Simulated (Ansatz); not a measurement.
**C₃H₁₁SbSi: how energies converge with the basis set**

Aim: see how fast density functionals converge with the basis set for C₃H₁₁SbSi.

The runs use Ansatz 0.2.0, Gaussian basis; one geometry, several basis sets.

The runs, in order: PBE0-D4/def2-SVP; ωB97M-V/def2-SVP; PBE0-D4/def2-QZVPP; ωB97M-V/def2-QZVPP; the functionals' def2-TZVPP values are taken from earlier runs.

1 further run of the same task is left out (for a known fault of the program). Runs told in other sessions of the task aren't counted.

## (1) The geometry

The geometry comes from an earlier relaxation with PBE0-D4 in a triple-zeta def2 set; it is a stationary point, not always the lowest conformer. Sb takes the def2 core potential; no spin-orbit term is included.

SMILES `C[CH2][Sb]([CH3])[SiH3]`, 16 atoms, charge 0, spin multiplicity 1.

Atoms are counted from 1 here; the program's logs count them from 0.

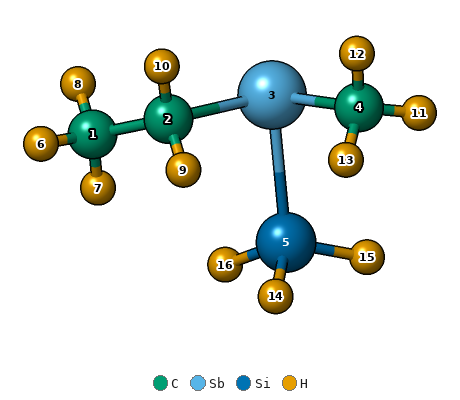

The geometry (colours as in the key); atoms are numbered from 1 in the order of the file.

## (2) PBE0-D4 in def2-SVP

Contents of in.yaml:

```yaml
crystal:
  periodic: [false, false, false]
  atoms:
    - {symbol: C, position_ang: [0.651538, 1.162002, -1.966936]}
    - {symbol: C, position_ang: [0.723521, -0.131117, -1.175543]}
    - {symbol: Sb, position_ang: [-1.171289, -0.660080, -0.241599]}
    - {symbol: C, position_ang: [-0.330417, -2.193445, 1.037148]}
    - {symbol: Si, position_ang: [-0.953469, 1.153706, 1.565273]}
    - {symbol: H, position_ang: [1.604712, 1.380975, -2.457596]}
    - {symbol: H, position_ang: [0.412424, 2.015258, -1.326446]}
    - {symbol: H, position_ang: [-0.113622, 1.116364, -2.746465]}
    - {symbol: H, position_ang: [1.476565, -0.078236, -0.386300]}
    - {symbol: H, position_ang: [0.982723, -0.973559, -1.821879]}
    - {symbol: H, position_ang: [-1.050741, -2.456867, 1.811642]}
    - {symbol: H, position_ang: [-0.124953, -3.077084, 0.432324]}
    - {symbol: H, position_ang: [0.592914, -1.846029, 1.500467]}
    - {symbol: H, position_ang: [0.437109, 1.186390, 2.104346]}
    - {symbol: H, position_ang: [-1.886009, 0.876111, 2.692475]}
    - {symbol: H, position_ang: [-1.273907, 2.503009, 1.023388]}
basis:
  gaussian: {orbitals: def2-SVP}
hamiltonian: {xc: pbe0, dispersion: d4}
output: {orbitals: {seedname: orbitals}}
```

Command:

```
ansatz run in.yaml --threads 4 --pin off --events-out ev --progress --plain --max-ram 11315MiB
```

Further steps of the session: ωB97M-V in def2-SVP; PBE0-D4 in def2-QZVPP; ωB97M-V in def2-QZVPP.

Before running them: what should the planned runs give, taken together? Wanted: PBE0-D4: double and triple zeta above quadruple; ωB97M-V: double and triple zeta above quadruple.

The runs gave:

| quantity | value |
| --- | --- |
| PBE0-D4: double and triple zeta above quadruple | 7.14, 0.51 eV |
| ωB97M-V: double and triple zeta above quadruple | 7.46, 0.50 eV |

**Reading.** PBE0-D4 gains 6.63 eV from double to triple zeta, then 0.51 eV more. These are total energies; as a rule much of such shifts cancels in differences, which this series doesn't test. The LUMO of ωB97M-V is positive and keeps falling with the basis (1.79 to 1.00 eV): an unbound level that the basis holds in place.
